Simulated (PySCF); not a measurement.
Input file:

```
import pyscf.grad
from pyscf import gto, dft

mol = gto.M(
    atom='start.xyz',
    basis='def2-tzvpd',
    max_memory=3720,
    spin=0,
    verbose=3,
    charge=-1,
)

myscf = dft.RKS(mol, xc='pbe0')
myscf = myscf.density_fit(auxbasis='def2-universal-jkfit')
myscf.conv_tol = 1e-09
myscf.max_cycle = 100
myscf.grids.level = 3
myscf.kernel()
if not myscf.converged:
    myscf = myscf.newton().run(myscf.mo_coeff, myscf.mo_occ)

etot = myscf.e_tot
print('E = %.10f Eh' % etot)
grad = myscf.Gradients().kernel()
myscf.analyze()
```

Command:

```sh
OMP_NUM_THREADS=2 python input.py
```

Geometry: PBE0-D3(BJ)/def2-SVPD.

Computed with Gaussian-basis quantum chemistry of an isolated molecule with PySCF, energy and nuclear gradient, functional PBE0 in PySCF 2.14.0.

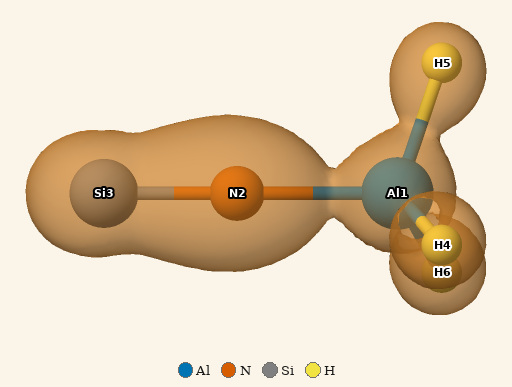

AlH₃NSi (SMILES [AlH3-][N]=[Si]) (charge −1). Isosurface of the electron density at 0.4 e/Å³ (orange), seen from one side.

Which contacts does the surface bridge?

Answer. At this value the surface is in one piece. It bridges the sampled Si–N (1.57 Å), Al–N (1.90 Å) and Al–H (1.64 Å) contacts, where the density stays above the isovalue. On the grid the lowest density along these lines, outside the cores, is 1.2 e/Å³ (Si–N, 1.57 Å), 0.55 e/Å³ (Al–N, 1.90 Å) and 0.47 e/Å³ (Al–H, 1.64 Å).
